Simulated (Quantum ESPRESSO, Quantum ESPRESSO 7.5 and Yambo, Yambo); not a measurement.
# CdS (Hawleyite): G0W0 on several meshes in Yambo

How does the mesh move the gap of CdS (Hawleyite)?

Method: PBE and many-body steps on it, plane waves, in Quantum ESPRESSO 7.5 and Yambo 5.3.0.

## Step 1: Starting point

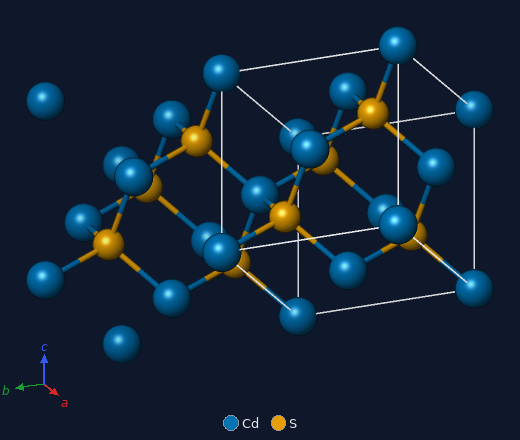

Start, viewed from a free direction; cadmium blue, sulfur orange. 1×2×1 cells are drawn. This picture shows the conventional cell, with its axes. Bonds to atoms that aren't drawn are left out. Some periodic images of atoms are drawn too.

The cell and positions come from the Crystallography Open Database and are kept as given unless a step says otherwise.

## Step 2: Empty states on the mesh, 4×4×4 mesh, 331 bands

This step: Quantum ESPRESSO 7.5; DFT, PBE, plane waves, norm-conserving pseudopotentials.

The sums over transitions need many empty states on a uniform mesh; this step solves for them.

Input file pw.in:

```
&control
  calculation = 'nscf'
  prefix = 'x'
  outdir = 'o'
  pseudo_dir = 'pseudo'
/
&system
  ibrav = 0
  nat = 2
  ntyp = 2
  ecutwfc = 94.0
  nbnd = 331
  force_symmorphic = .true.
/
&electrons
  conv_thr = 1e-9
  electron_maxstep = 80
  diago_full_acc = .true.
  diago_thr_init = 5e-6
/
ATOMIC_SPECIES
  Cd 112.41 Cd.upf
  S 32.06 S.upf
CELL_PARAMETERS angstrom
  -0.0000000000 2.9165000000 2.9165000000
  2.9165000000 -0.0000000000 2.9165000000
  2.9165000000 2.9165000000 -0.0000000000
ATOMIC_POSITIONS crystal
  Cd 0.0000000000 0.0000000000 0.0000000000
  S 0.2500000000 0.2500000000 0.2500000000
K_POINTS automatic
  4 4 4 0 0 0
```

Run with:

```
$ OMP_NUM_THREADS=1 mpirun -n 4 pw.x -nk 4 -in pw.in > pw.out
```

Log:

```text
Program PWSCF v.7.5 starts

     This program is part of the open-source Quantum ESPRESSO suite
     for quantum simulation of materials; please cite
         "P. Giannozzi et al., J. Phys.:Condens. Matter 21 395502 (2009);
         "P. Giannozzi et al., J. Phys.:Condens. Matter 29 465901 (2017);
         "P. Giannozzi et al., J. Chem. Phys. 152 154105 (2020);
     in publications or presentations arising from this work. More details at

     Atomic positions and unit cell read from directory:
     o/x.save/

     Message from routine setup:
[...]
k =-0.3536-0.3536 0.3536 (  5168 PWs)   bands (ev):

[...]
65.8940  67.6525  67.7258  67.7258  68.1298  68.1298  69.2984  69.8215
     [... 30 further rows ...]
   193.6924 194.2373 194.2373 194.4902 194.4902 194.9943 195.1998 195.1998
   196.1201 196.1201 196.9251

          k = 0.3536 0.0000 0.0000 (  5105 PWs)   bands (ev):

     [... further k-points ...]

     highest occupied, lowest unoccupied level (ev):     6.9821    8.1268

     XML data file, pseudopotentials, collected wavefunctions

=------------------------------------------------------------------------------=
   JOB DONE.
=------------------------------------------------------------------------------=
```

Wall time 50 s (4 MPI ranks of Arm Neoverse V1, shared host); peak memory 0.81 GiB; 3.3 min of CPU time.

Numbers from this step:

```
gap                                                           : 1.145 eV
k of the valence top                                          : 0, 0, 0
k of the conduction bottom                                    : 0, 0, 0
least direct gap                                              : 1.145 eV
k points computed                                             : 8
lowest point of the top converged band, above the valence top : 189.0455 eV
```

On this mesh the gap is 1.145 eV.

The density comes from a self-consistent run that is not shown.

## Step 3: Conversion and set-up

This step: Yambo 5.3.0; conversion and set-up on PBE, plane waves, norm-conserving pseudopotentials.

The states are converted to the many-body program's format and the q mesh is built.

Run with:

```
$ (cd o/x.save; p2y > p2y.log; mv SAVE ../..); yambo > setup.log
```

Log:

```text
 Yambo, version 5.3.0

 [02] CORE Variables Setup
 =========================

  [02.01] Unit cells
  ==================

  Cell kind             :  FCC
  Atoms in the cell     :  Cd  S
  number of Cd atoms    :  1
  number of S  atoms    :  1

  List of atomic masses
  Mass of Cd    :  112.4100
  Mass of S     :  32.06000

  List of atomic coordinates    : [cc]
  Cd1       :  0.000000  0.000000  0.000000  order 1
  S1       :  2.755693  2.755693  2.755693  order 2

  Alat factors          :  5.511386  5.511386  5.511386 [a.u.]
  Direct lattice volume :  334.8209 [a.u.]
[...]
==========================================

 IBZ Q-points                                      :   8
 BZ  Q-points                                      :   64

 K/Q-points units:
 rlu = crystal or reduced units; cc = cartesian coordinates; iku = interal k-units

 Q [1]          [rlu]:  0.000000  0.000000  0.000000
 Q [2]          [rlu]: -0.40681E-17 -0.40681E-17  0.25000
 Q [3]          [rlu]:  0.81362E-17  0.81362E-17 -0.50000
[...]
Q [7]          [rlu]:  0.12428E-16 -0.50000     -0.50000
 Q [8]          [rlu]:  0.250000 -0.500000 -0.250000

  [03.01] X indexes
  =================

   [03.01.01] Sigma indexes
   ========================

 [06] Game Over & Game summary
```

Elapsed: 3 s, on 1 MPI rank; peak memory 0.25 GiB.

## Step 4: 4×4×4

Now the one-shot GW correction: screening in the RPA, then the self-energy of the levels asked for.

This step: G0W0 on PBE, plane waves, norm-conserving pseudopotentials.

Input file gw2.in:

```
HF_and_locXC
gw0
dyson
ppa
em1d
rim_cut
RandQpts= 1000000
RandGvec= 1 RL
EXXRLvcs= 94 Ry
VXCRLvcs= 376 Ry
Chimod= "HARTREE"
% BndsRnXp
 1 | 142 |
%
NGsBlkXp= 10.5 Ry
% LongDrXp
 1 | 1 | 1 |
%
% GbndRnge
 1 | 142 |
%
DysSolver= "n"
ExtendOut
PPAPntXp= 27.21138 eV
% QPkrange
 1 | 1 | 12 | 15 |
%
```

Run with:

```
$ OMP_NUM_THREADS=1 mpirun -n 4 yambo -F gw2.in -J gw2 -C gw2 > gw2.log
```

Log:

```text
 Yambo, version 5.3.0

 [02] CORE Variables Setup
 =========================

  [... cell, symmetries and grids as in the set-up ...]

  [02.05] Energies & Occupations
  ==============================

  [X] === General ===
  [X] Electronic Temperature                        :  0.000000  0.000000 [eV K]
  [X] Bosonic    Temperature                        :  0.000000  0.000000 [eV K]
  [X] Finite Temperature mode                       : no
  [X] El. density                                   :  0.52403E+24 [cm-3]
  [X] Fermi Level                                   :  6.982057 [eV]

  [X] === Gaps and Widths ===
  [X] Conduction Band Min                           :  1.144724 [eV]
  [X] Valence Band Max                              :  0.000000 [eV]
  [X] Filled Bands                                  :  13
  [X] Empty Bands                                   :    14   331
  [X] Direct Gap                                    :  1.144724 [eV]
  [X] Direct Gap localized at k                     :  1
  [X] Indirect Gap                                  :  1.144724 [eV]
  [X] Indirect Gap between kpts                     :  1  1
  [X] Last valence band width                       :  2.183510 [eV]
  [X] 1st conduction band width                     :  4.279643 [eV]

 [03] Transferred momenta grid and indexing
 ==========================================

 IBZ Q-points                                      :   8
 BZ  Q-points                                      :   64

 K/Q-points units:
 rlu = crystal or reduced units; cc = cartesian coordinates; iku = interal k-units

 Q [1]          [rlu]:  0.000000  0.000000  0.000000
 Q [2]          [rlu]: -0.40681E-17 -0.40681E-17  0.25000
 Q [3]          [rlu]:  0.81362E-17  0.81362E-17 -0.50000
 Q [4]          [rlu]: -0.62139E-17  0.25000      0.25000
 Q [5]          [rlu]: -0.38278E-17  0.25000      0.50000
 Q [6]          [rlu]:  0.81362E-17  0.25000     -0.25000
 Q [7]          [rlu]:  0.12428E-16 -0.50000     -0.50000
 Q [8]          [rlu]:  0.250000 -0.500000 -0.250000

 [04] Coloumb potential Random Integration (RIM)
 ===============================================

  [04.01] RIM initialization
  ==========================

  * Diagonal components only detected *

  8 x (sBL volume)        :  0.092606 [a.u.]
  sBZ random points       :  1000000
  Points outside the sBZ  :   7987327
  RL volume               :  0.740845 [a.u.]
  Integrated volume       :  0.742020 [a.u.]

  [04.02] RIM integrals
  =====================

  Gamma point sphere radius             :  0.082066 [a.u.]
  Points outside the sphere             :   799513
  [Int_sBZ(q=0) 1/q^2]*(Vol_sBZ)^(-1/3) =:  7.764325
                                 should be <:  7.795600

  Summary of Coulomb integrals for non-metallic bands |Q|[au] RIM/Bare

  Q [1] 0.100000E-4 0.995988 * Q [2] 0.246825 1.065884
  Q [4] 0.285009 1.064810 * Q [6] 0.403064 1.027704
  Q [5] 0.472634 1.020409 * Q [3] 0.493651 1.018308
  Q [7] 0.570019 1.014905 * Q [8] 0.637300 1.011860

 [WARNING] [Xp] User bands 1-142 break level degeneracy

 [05] Dipoles
 ============

  [05.01] Setup: observables and procedures
  =========================================

 [06] Dynamic Dielectric Matrix (PPA)
 ====================================

 [WR./gw2//ndb.pp]---------------------------------------------------------------
  Brillouin Zone Q/K grids (IBZ/BZ)                :    8   64    8   64
  RL vectors                                       :   6183 [WF]
  Coulomb cutoff potential                         : none
  Electronic Temperature                           :  0.000000 [K]
  Bosonic    Temperature                           :  0.000000 [K]
  PPA    diel. fun.  energies                      : Perdew, Burke & Ernzerhof(X)+Perdew, Burke & Ernzerhof(C)
  wavefunctions                                    : Perdew, Burke & Ernzerhof(X)+Perdew, Burke & Ernzerhof(C)
  Global Gauge                                     : length
  X matrix size                                    :  181
  X band range                                     :    1  142
  X e/h energy range                               : -1.000000 -1.000000 [eV]
  X Time ordering                                  : R
  X Hxc Kernel                                     : HARTREE
  X Drude frequency                                :  0.000000  0.000000
  X poles                                          :  100.0000 [o/o]
  RL vectors in the sum                            :   6183
  [r,Vnl] included                                 : yes
  Field direction                                  :  0.577350E-5  0.577350E-5  0.577350E-5
  BZ energy Double Grid                            : no
  BZ energy DbGd points                            : 0
  BZ Q point size factor                           : -1.000000
  X Optical Averaged directions                    : none

 [07] Local Exchange-Correlation + Non-Local Fock
 ================================================

 [VXC] Plane waves :   41151
 [EXS] Plane waves :   5161

 QP @ state[ 1 ] K range:  1  1
 QP @ state[ 1 ] b range:  12  15

 [xc] Functional : Perdew, Burke & Ernzerhof(X)+Perdew, Burke & Ernzerhof(C)
 [xc] LIBXC used to calculate xc functional
  PP Number of Atomic Species                      :  2
  NLCC RL compoments                               :   41151
  PP Number of Atomic Species                      :  2
  NLCC RL compoments                               :   41151

 [xc] E_xc :  -17.59455 [Ha]
      E_xc :  -35.18910 [Ry]

  Local XC kind (lXC) : Perdew, Burke & Ernzerhof(X)+Perdew, Burke & Ernzerhof(C)
  Non-Local XC kind (nlXC) : Hartree-Fock

  Corrections @ K [1] :  [eV]
 <12|nlXC|12> = -18.34334 -0.77818E-18 <12|lXC|12> = -15.38909 -0.14161E-15
 <13|nlXC|13> = -18.34339 -0.10121E-17 <13|lXC|13> = -15.38909  0.000000
 <14|nlXC|14> = -6.737015 -0.35482E-17 <14|lXC|14> = -10.63635  0.000000
 <15|nlXC|15> = -5.838126  0.28639E-17 <15|lXC|15> = -10.64223  0.000000

 [08] Dyson equation: Newton solver
 ==================================

  [08.01] G0W0 (W PPA)
  ====================

  [  GW  ] Bands range     :    1  142
  [GW/PPA] G damping       :  0.100000 [eV]

  QP @ state[ 1 ] K range:  1  1
  QP @ state[ 1 ] b range:  12  15

   Sc/G bands                                       :    1  142
   Sc/G damping                                     :  0.100000 ev
   Sc bands terminator                              : no
   Sx RL components                                 :   5161

   QP @ state[ 1 ] K range                          :  1  1
   QP @ state[ 1 ] b range                          :  12  15
   GF energies kind                                 : Perdew, Burke & Ernzerhof(X)+Perdew, Burke & Ernzerhof(C)
   GF WF`s kind                                     : Perdew, Burke & Ernzerhof(X)+Perdew, Burke & Ernzerhof(C)
   Xs energies kind                                 : Perdew, Burke & Ernzerhof(X)+Perdew, Burke & Ernzerhof(C)
   Xs WF`s kind                                     : Perdew, Burke & Ernzerhof(X)+Perdew, Burke & Ernzerhof(C)

 [11] Game Over & Game summary
```

It took 76 s on 4 MPI ranks; peak memory 1.8 GiB; 5 min of CPU time.

This step gave:

```yaml
g0w0_gap_on_the_points_computed: 2.136 eV
starting_gap_on_the_mesh: 1.145 eV
k_of_the_valence_top: 0, 0, 0
k_of_the_conduction_bottom: 0, 0, 0
least_direct_g0w0_gap_on_the_computed_points: 2.136 eV
z_at_the_valence_top: 0.7869
z_at_the_conduction_bottom: 0.8161
```

The gap on the mesh goes from 1.14 eV to 2.14 eV, a correction of +0.99 eV.

## Step 5: Empty states on the mesh, 2×2×2 mesh, 142 bands

This step: Quantum ESPRESSO 7.5; DFT, PBE, plane waves, norm-conserving pseudopotentials.

pw.in, as its differences from that of step 2:

```diff
@@ -11,3 +11,3 @@
   ecutwfc = 94.0
-  nbnd = 331
+  nbnd = 142
   force_symmorphic = .true.
@@ -31,2 +31,2 @@
 K_POINTS automatic
-  4 4 4 0 0 0
+  2 2 2 0 0 0
```

Run with:

```
$ OMP_NUM_THREADS=1 mpirun -n 4 pw.x -nk 4 -in pw.in > pw.out
```

Log:

```text
[banner, memory and clock lines left out]
Program PWSCF v.7.5 starts

     Atomic positions and unit cell read from directory:
     o/x.save/

     Message from routine setup:
     using ibrav=0 with symmetry is DISCOURAGED, use correct ibrav instead

     Message from routine divide_et_impera:
     suboptimal parallelization: some nodes have no k-points

     G-vector sticks info

     bravais-lattice index     =            0
     lattice parameter (alat)  =       7.7943  a.u.
     unit-cell volume          =     334.8209 (a.u.)^3
     number of atoms/cell      =            2
[...]
k =-0.3536-0.3536 0.3536 (  5168 PWs)   bands (ev):

[...]
[... 6 further rows ...]
[...]
104.8355 106.0141 106.9755 106.9755 107.6327 108.0552

          k =-0.7071 0.0000 0.0000 (  5138 PWs)   bands (ev):

[...]
66.1944  68.2501  68.2501  68.4884  69.6523  70.4469  70.9098  71.5432
     [... 6 further rows ...]
   102.7238 103.3079 103.8031 104.0798 104.0798 105.5780 106.4794 106.7071
   106.7071 108.6871 110.3213 110.5530 111.2145 111.3125

     highest occupied, lowest unoccupied level (ev):     6.9821    8.1268

     XML data file, pseudopotentials, collected wavefunctions
```

It took 8.2 s on 4 MPI ranks; peak memory 0.4 GiB.

This step gave:

| Quantity | Value |
| --- | --- |
| gap | 1.145 eV |
| k of the valence top | 0, 0, 0 |
| k of the conduction bottom | 0, 0, 0 |
| least direct gap | 1.145 eV |
| k points computed | 3 |
| lowest point of the top converged band, above the valence top | 98.3047 eV |

On this mesh the gap is 1.145 eV.

(Continued in part 2 of 2.)

[Paths, hosts, dates, memory and timing lines, banners, echoed tables and standing remarks are left out of the program output.]

[Logs are printed without paths, hosts, clocks, repeated set-up lines and the standing remarks that a program may print on its own settings, such as how far it seeks lower states.]

[Runs of the session that timed out or met a known fault of the program may be left out.]

[Hosts, paths, dates, database ids (printed as entryN), source tags and the programs' standing remarks are cut or masked in the printed files.]
